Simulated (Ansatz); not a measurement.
# BaPdO3 (cubic perovskite) (Pm-3m): how robust is the cRPA U?

Wanted: the sensitivity and cost of U and J for BaPdO3 (cubic perovskite) (Pm-3m).

Main program and level: Ansatz 0.2.0; constrained RPA on LDA, plane waves, PAW.

The structure was built from a prototype and need not be the compound's stable phase.

## (1) Starting point

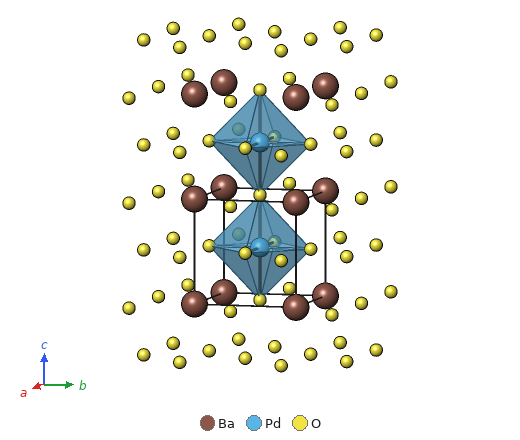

The cell as given, slightly off an axis (barium brown, palladium blue, oxygen yellow). 1×1×2 cells are drawn. Some periodic images of atoms are drawn too.

The structure was relaxed with LDA. The structure type comes from a generator and need not be one that this composition takes. The structure was generated from a model, not taken from a measurement. The runs that relaxed it are not among those shown. The program's search for lower electronic states was switched off, so nothing shows that the state found is the lowest. Spin-orbit coupling is left out unless a step names it. The default PAW set here is soft_2. Its files were made with PBE.

## (2) Base: Pd d + anion p, bands v12 to c2, 4×4×4 mesh, medium accuracy

Constrained RPA screens the interaction with every transition except those inside the target bands, which a later many-body model would treat itself.

Contents of input.yaml:

```yaml
crystal:
  lattice:
    - [0.0, 0.0, -3.98520545]
    - [0.0, -3.98520545, 0.0]
    - [-3.98520545, 0.0, 0.0]
  atoms:
    - { symbol: Ba, position: [0.0, 0.0, 0.0] }
    - { symbol: Pd, position: [0.5, 0.5, 0.5] }
    - { symbol: O, position: [0.5, 0.5, 0.0] }
    - { symbol: O, position: [0.5, 0.0, 0.5] }
    - { symbol: O, position: [0.0, 0.5, 0.5] }
kpoints:
  mp_grid: { grid: [8, 8, 8] }
hamiltonian:
  xc: lda
scf:
  occupations: { method: gaussian, width: 0.08 }
  n_extra_bands: 19
  max_iter: 150
  lower_state_search: "off"
output:
  crpa:
    kmesh: [4, 4, 4]
    target_bands: [v12, c2]
    projections: [{ species: Pd, l: d, shell: 4 }, { species: O, l: p, shell: 2 }]
  local_orbitals:
    kmesh: [8, 8, 8]
    orbitals: [{ species: Pd, l: d, shell: 4 }, { species: O, l: p, shell: 2 }]
    window: { bands: [v12, c2] }
    seedname: lo
```

On the command line:

```bash
$ ansatz run input.yaml --threads 4 --pin off --max-ram 9216MiB --backend cpu --events-out ev --progress --plain --runs-dir out
```

Numbers of over 12 decimals in the logs are rounded to 6 here.

What it wrote:

```text
scf.n_extra_bands = 19 over 23 filled bands (N_el = 46.0): the run solves 42 bands
Engine: ansatz 0.2.0, aarch64-unknown-linux-gnu
Pseudopotentials: kind: paw
Pseudopotential: Ba, paw, valence charge 10, recommended cutoff 420 eV (normal), Ba.paw.azcp
Pseudopotential: Pd, paw, valence charge 18, recommended cutoff 420 eV (normal), Pd.paw.azcp
Pseudopotential: O, paw, valence charge 6, recommended cutoff 420 eV (normal), O.paw.azcp
Functional definition: SPW92
  exchange = slater_x
  correlation = pw_c
Crystal: 5 atoms, lattice volume = 63.292 Å³
Basis set: ecut = 420 eV, 1237 PW (Γ)
Bands: 42, of which v1, the nominal top of the filled ones, is band 23 counted from 1 (22 counted from 0)
Symmetry: 48 space group operations
Space group: Pm-3m (ITA 221), of the structure as read, at distance tolerance 4.0e-5 Å
k-points: 35 of 512
Non-local potential: Ba, projectors of the file, l = 0: 3, l = 1: 2, l = 2: 2, l = 3: 2
Non-local potential: Pd, projectors of the file, l = 0: 2, l = 1: 2, l = 2: 2, l = 3: 1
Non-local potential: O, projectors of the file, l = 0: 2, l = 1: 2, l = 2: 1
PAW form: soft (Blöchl's): semilocal exchange-correlation on the pseudo side does not see the compensation charge
PAW frozen core: Ba, regenerated for the run's functional, and the local potential with it (the file was generated under x = pbe(κ = 0.804, μ = 0.219515), c = pbe(β = 0.066725))
PAW frozen core: Pd, regenerated for the run's functional, and the local potential with it (the file was generated under x = pbe(κ = 0.804, μ = 0.219515), c = pbe(β = 0.066725))
PAW frozen core: O, regenerated for the run's functional, and the local potential with it (the file was generated under x = pbe(κ = 0.804, μ = 0.219515), c = pbe(β = 0.066725))
PAW one-centre angular grid: Ba, 194 points (default); XC on 64 Gauss nodes
PAW one-centre angular grid: Pd, 590 points (default); XC on 64 Gauss nodes
PAW one-centre angular grid: O, 110 points (default); XC on 64 Gauss nodes
Initial density: superposition of atomic densities (neutral atoms: chi_scale 0, normalization atom), corrected by the library's trained network
Initial wavefunctions: pseudopotential atomic-orbital guess
Functional: x = slater, c = lda
SCF iter   1: F=—  HF=-14289.627759 eV  |F-HF|=—  |Δ(HF+E_count)|=         —  Δρ=1.91e-2  dr2=1.79e-1  ethr=1.77e-3  ⟨swp⟩=6.8  Hψ=7498  notcnv=0  defer=211
preconditioner: auto → Kerker (q_TF=auto, 2.587 Å⁻¹)  [metal: Δε(μ)=0.034 eV  Ē_g=17.441 eV  σ=0.080 eV  W_gap=0.23  n_scr=18 (ndim 8)  ℏωp=28.8 eV  f_vac=0.000  D(μ)=4.62/eV (n_scr^D=56)]
SCF iter   2: F=—  HF=-14289.592222 eV  |F-HF|=—  |Δ(HF+E_count)|=   3.55e-2  Δρ=1.03e-2  dr2=5.91e-2  ethr=3.89e-4  ⟨swp⟩=1.9  Hψ=1888  notcnv=0  defer=386
[...]
--- Per-component energies (eV) ---
  E_band       = -222.576808
  E_kinetic    = 1201.048170
  E_local      = -3819.214513  (includes V_loc(G=0)·N_el)
  E_nonlocal   = 432.677355
  E_hartree    = 1533.001031
  E_xc         = -553.122161
  E_vxc        = -628.217025  (∫ρ·V_xc dr)
  E_paw        = -9118.134436  (= ΣΔE_a)
  E_vpaw       = -474.888583  (= ΣTr[D̂ρ^β])
  E_aug_tail   = 0.007661  (compensation charges beyond the density's cutoff)
  E_ewald      = -3967.079821
  E_core_change = 1.254014  (= ΣΔE_core)
  E_smearing   = -0.015347  (= −TS)
  E_closure    = 0.000000  (closes the sum)
  Σ components = -14289.578046   (vs F -14289.578046, Δ=0.00e0)
--- Band table (eV; the first three rows and the last of 35) ---
  k-point 0: bands = [... 19 lower, 10.0137, 10.2378, 10.2378, 10.8459, 10.8459, 10.8459, 16.4856, 16.4856, ... 15 higher]
  k-point 1: bands = [... 19 lower, 10.1726, 10.1726, 10.2400, 10.8925, 10.8925, 11.5479, 16.7636, 16.7852, ... 15 higher]
  k-point 2: bands = [... 19 lower, 10.2358, 10.2358, 10.2424, 11.2132, 11.2132, 12.5992, 17.4461, 17.5724, ... 15 higher]
  k-point 34: bands = [... 19 lower, 11.1516, 12.2529, 12.2529, 12.2529, 16.1036, 16.1036, 18.0900, 18.0900, ... 15 higher]
--- cRPA (band scheme, projected local orbitals): target bands 12..25 (1-based), 14 Wannier function(s), 4×4×4 mesh, 50 bands' worth read of 55 solved, ecut_chi 136.0 eV, v(q+G=0) probe_charge, pair densities all_electron ---
  bands read: the sum over 50 bands ends inside a degenerate multiplet in 8 slots, whose members it reads at an even weight; the widest, k=42: bands 49 to 51 (counted from 1) at 2/3 each
  χ-basis size per q: N_G = 208..251
  window electrons = 24.0000, filled by tetrahedron_uncorrected; constrained ε̄⁻¹(q = 0, 0) head = 0.318755; min gauge Gram eig = 0.7955
  Kanamori averages over each shell's own Wannier functions (sites counted from 0, functions from 1):
  Each shell's averages of U are screened by what lies outside the whole window alone: parameters of one model of all the shells.
    Site 1, 4D, 5 of 5 d orbitals (Wannier functions 1, 2, 3, 4, 5; wannier90's mr 1, 2, 3, 4, 5):
      screened: U = 8.1336 eV, U' = 7.0062 eV, J = 0.5628 eV
      screened, to within: U = 1.9e-2 eV, U' = 1.9e-2 eV, J = 9.1e-4 eV
      bare: V = 18.5778 eV, V' = 17.1292 eV, J = 0.7160 eV
    Site 2, 2P, 3 of 3 p orbitals (Wannier functions 6, 7, 8; wannier90's mr 1, 2, 3):
      screened: U = 6.9604 eV, U' = 5.5837 eV, J = 0.6852 eV
      screened, to within: U = 1.5e-2 eV, U' = 1.5e-2 eV, J = 1.2e-3 eV
      bare: V = 18.4918 eV, V' = 16.7279 eV, J = 0.8776 eV
    Site 3, 2P, 3 of 3 p orbitals (Wannier functions 9, 10, 11; wannier90's mr 1, 2, 3):
      screened: U = 6.9604 eV, U' = 5.5837 eV, J = 0.6852 eV
      screened, to within: U = 1.5e-2 eV, U' = 1.5e-2 eV, J = 1.2e-3 eV
      bare: V = 18.4918 eV, V' = 16.7279 eV, J = 0.8776 eV
    Site 4, 2P, 3 of 3 p orbitals (Wannier functions 12, 13, 14; wannier90's mr 1, 2, 3):
      screened: U = 6.9604 eV, U' = 5.5837 eV, J = 0.6852 eV
      screened, to within: U = 1.5e-2 eV, U' = 1.5e-2 eV, J = 1.2e-3 eV
      bare: V = 18.4918 eV, V' = 16.7279 eV, J = 0.8776 eV
  Hermiticity witness max|P − P†| over intra, direct and exchange elements: 1.07e-14 eV (screened), 7.11e-15 eV (bare)
  Reality witness max|Im| over intra, direct and exchange elements: 4.95e-9 eV (screened), 2.04e-12 eV (bare)
[key lines of the parts left out:]
SCF converged after 8 iterations
Free energy (F): -14289.578046 eV
Fermi energy:    11.785974 eV
```

Wall time 3.3 min (4 threads of Arm Neoverse V1, shared host); peak memory 0.77 GiB.

This step gave:

| Item | Value |
| --- | --- |
| U | 8.134 eV |
| U prime (inter-orbital) | 7.006 eV |
| J | 0.5628 eV |
| bare V | 18.58 eV |
| bare J | 0.7160 eV |
| stated bound on U | 0.01815 eV |
| U over bare V | 0.4378 |
| electrons in the window | 24.00 |
| head of the constrained inverse dielectric matrix | 0.3188 |
| least eigenvalue of the projection's overlap | 0.7955 |
| target functions | 14 |
| bands in the sums | 50 |
| r.m.s. miss of the model bands | 1.46e-4 eV |
| width of the target bands | 11.51 eV |
| weight of the projected orbitals in the window | 0.9375 |

On the Pd d shell, screening brings the on-site interaction from 18.6 eV down to U = 8.13 eV.

## (3) Changed: 2×2×2 mesh

input.yaml, the sections that differ from step 2:

```yaml
output:
  crpa:
    kmesh: [2, 2, 2]
    target_bands: [v12, c2]
    projections: [{ species: Pd, l: d, shell: 4 }, { species: O, l: p, shell: 2 }]
# crystal, kpoints, hamiltonian, scf: as in step 2
```

What it wrote:

```text
[...]
Crystal: 5 atoms, lattice volume = 63.292 Å³
Basis set: ecut = 420 eV, 1237 PW (Γ)
Bands: 42, of which v1, the nominal top of the filled ones, is band 23 counted from 1 (22 counted from 0)
Symmetry: 48 space group operations
[...]
k-points: 35 of 512
[...]
SCF iter   1: F=—  HF=-14289.627759 eV  |F-HF|=—  |Δ(HF+E_count)|=         —  Δρ=1.91e-2  dr2=1.79e-1  ethr=1.77e-3  ⟨swp⟩=6.8  Hψ=7498  notcnv=0  defer=211
[...]
SCF iter   8: F=-14289.578046 eV  HF=-14289.578046 eV  |F-HF|=1.87e-8  |Δ(HF+E_count)|=   6.57e-8  Δρ=4.91e-6  dr2=2.10e-8  ethr=2.17e-10  ⟨swp⟩=9.6  Hψ=6430  notcnv=0
SCF 1 converged in 8 iterations: F = -14289.578046 eV  dr2 = 2.10e-8
[...]
NSCF: frozen V_eff on 4 k-points
[...]
cRPA screening: q 1/8
cRPA screening: q 2/8
cRPA screening: q 5/8 (q-point 4)
cRPA screening: q 8/8
SCF converged after 8 iterations
Free energy (F): -14289.578046 eV
[...]
χ-basis size per q: N_G = 208..251
[...]
screened: U = 8.1726 eV, U' = 7.0401 eV, J = 0.5646 eV
      screened, to within: U = 1.6e-2 eV, U' = 1.6e-2 eV, J = 9.1e-4 eV
      bare: V = 18.7142 eV, V' = 17.2607 eV, J = 0.7189 eV
    Site 2, 2P, 3 of 3 p orbitals (Wannier functions 6, 7, 8; wannier90's mr 1, 2, 3):
      screened: U = 7.0139 eV, U' = 5.6231 eV, J = 0.6913 eV
      screened, to within: U = 1.2e-2 eV, U' = 1.2e-2 eV, J = 1.2e-3 eV
      bare: V = 18.7306 eV, V' = 16.9523 eV, J = 0.8830 eV
    Site 3, 2P, 3 of 3 p orbitals (Wannier functions 9, 10, 11; wannier90's mr 1, 2, 3):
      screened: U = 7.0139 eV, U' = 5.6231 eV, J = 0.6913 eV
      screened, to within: U = 1.2e-2 eV, U' = 1.2e-2 eV, J = 1.2e-3 eV
      bare: V = 18.7306 eV, V' = 16.9523 eV, J = 0.8830 eV
    Site 4, 2P, 3 of 3 p orbitals (Wannier functions 12, 13, 14; wannier90's mr 1, 2, 3):
      screened: U = 7.0139 eV, U' = 5.6231 eV, J = 0.6913 eV
      screened, to within: U = 1.2e-2 eV, U' = 1.2e-2 eV, J = 1.2e-3 eV
      bare: V = 18.7306 eV, V' = 16.9523 eV, J = 0.8830 eV
[...]
[key lines of the parts left out:]
Fermi energy:    11.785974 eV
```

The job ended after 21 s (4 threads; peak memory 0.65 GiB; 70 s of CPU time).

Numbers from this step:

```yaml
u: 8.173 eV
u_prime_inter_orbital: 7.040 eV
j: 0.5646 eV
bare_v: 18.71 eV
bare_j: 0.7189 eV
stated_bound_on_u: 0.01529 eV
u_over_bare_v: 0.4367
electrons_in_the_window: 24
head_of_the_constrained_inverse_dielectric_matrix: 0.3039
least_eigenvalue_of_the_projection_s_overlap: 0.7955
target_functions: 14
bands_in_the_sums: 50
width_of_the_target_bands: 11.51 eV
weight_of_the_projected_orbitals_in_the_window: 0.9375
```

On the Pd d shell, screening brings the on-site interaction from 18.7 eV down to U = 8.17 eV.

## (4) Changed: accuracy low

Changes to input.yaml since step 3:

```diff
@@ -22,4 +22,5 @@
   crpa:
-    kmesh: [2, 2, 2]
+    kmesh: [4, 4, 4]
     target_bands: [v12, c2]
     projections: [{ species: Pd, l: d, shell: 4 }, { species: O, l: p, shell: 2 }]
+    accuracy: low
```

What it wrote:

```text
[...]
Crystal: 5 atoms, lattice volume = 63.292 Å³
Basis set: ecut = 420 eV, 1237 PW (Γ)
Bands: 42, of which v1, the nominal top of the filled ones, is band 23 counted from 1 (22 counted from 0)
Symmetry: 48 space group operations
[...]
k-points: 35 of 512
[...]
screened: U = 6.9446 eV, U' = 5.5696 eV, J = 0.6844 eV
      screened, to within: U = 9.9e-2 eV, U' = 9.9e-2 eV, J = 1.2e-2 eV
      bare: V = 18.4918 eV, V' = 16.7279 eV, J = 0.8776 eV
    Site 4, 2P, 3 of 3 p orbitals (Wannier functions 12, 13, 14; wannier90's mr 1, 2, 3):
      screened: U = 6.9446 eV, U' = 5.5696 eV, J = 0.6844 eV
      screened, to within: U = 9.9e-2 eV, U' = 9.9e-2 eV, J = 1.2e-2 eV
      bare: V = 18.4918 eV, V' = 16.7279 eV, J = 0.8776 eV
[...]
[key lines of the parts left out:]
SCF converged after 8 iterations
Free energy (F): -14289.578046 eV
Fermi energy:    11.785974 eV
```

It took 2.6 min on 4 threads; peak memory 0.71 GiB.

This step gave:

| Quantity | Value |
| --- | --- |
| U | 8.099 eV |
| U prime (inter-orbital) | 6.974 eV |
| J | 0.5618 eV |
| bare V | 18.58 eV |
| bare J | 0.7160 eV |
| stated bound on U | 0.1519 eV |
| U over bare V | 0.4359 |
| electrons in the window | 24.00 |
| head of the constrained inverse dielectric matrix | 0.3187 |
| least eigenvalue of the projection's overlap | 0.7955 |
| target functions | 14 |
| bands in the sums | 50 |
| width of the target bands | 11.51 eV |
| weight of the projected orbitals in the window | 0.9375 |

On the Pd d shell, screening brings the on-site interaction from 18.6 eV down to U = 8.10 eV.

## (5) Changed: sums over states on smooth products

Changes to input.yaml since step 4:

```diff
@@ -25,2 +25,5 @@
     projections: [{ species: Pd, l: d, shell: 4 }, { species: O, l: p, shell: 2 }]
-    accuracy: low
+    accuracy: sum_over_states
+    pair_densities: pseudo
+    n_empty_bands: 46
+    ecut_chi: 136
```

What it wrote:

```text
[...]
Crystal: 5 atoms, lattice volume = 63.292 Å³
Basis set: ecut = 420 eV, 1237 PW (Γ)
Bands: 42, of which v1, the nominal top of the filled ones, is band 23 counted from 1 (22 counted from 0)
Symmetry: 48 space group operations
[...]
k-points: 35 of 512
[...]
screened: U = 7.3009 eV, U' = 5.6542 eV, J = 0.8202 eV
      bare: V = 18.4918 eV, V' = 16.7279 eV, J = 0.8776 eV
    Site 3, 2P, 3 of 3 p orbitals (Wannier functions 9, 10, 11; wannier90's mr 1, 2, 3):
      screened: U = 7.3009 eV, U' = 5.6542 eV, J = 0.8202 eV
      bare: V = 18.4918 eV, V' = 16.7279 eV, J = 0.8776 eV
    Site 4, 2P, 3 of 3 p orbitals (Wannier functions 12, 13, 14; wannier90's mr 1, 2, 3):
      screened: U = 7.3009 eV, U' = 5.6542 eV, J = 0.8202 eV
      bare: V = 18.4918 eV, V' = 16.7279 eV, J = 0.8776 eV
[...]
[key lines of the parts left out:]
SCF converged after 8 iterations
Free energy (F): -14289.578046 eV
Fermi energy:    11.785974 eV
```

Elapsed: 12 s, on 4 threads; peak memory 0.59 GiB; 46 s of CPU time.

This variant gives U = 8.70 eV against 8.13 eV. It is a finite sum over empty states with no bound on its error and stays out of the table below.

(Part 1 of 2 ends here.)

[Paths, hosts, dates, memory and timing lines, banners, echoed tables and standing remarks are left out of the program output.]

[Logs are printed without paths, hosts, clocks, repeated set-up lines and the standing remarks that a program may print on its own settings, such as how far it seeks lower states.]

[Runs of the session that timed out or met a known fault of the program may be left out.]

[Hosts, paths, dates, database ids (printed as entryN), source tags and the programs' standing remarks are cut or masked in the printed files.]
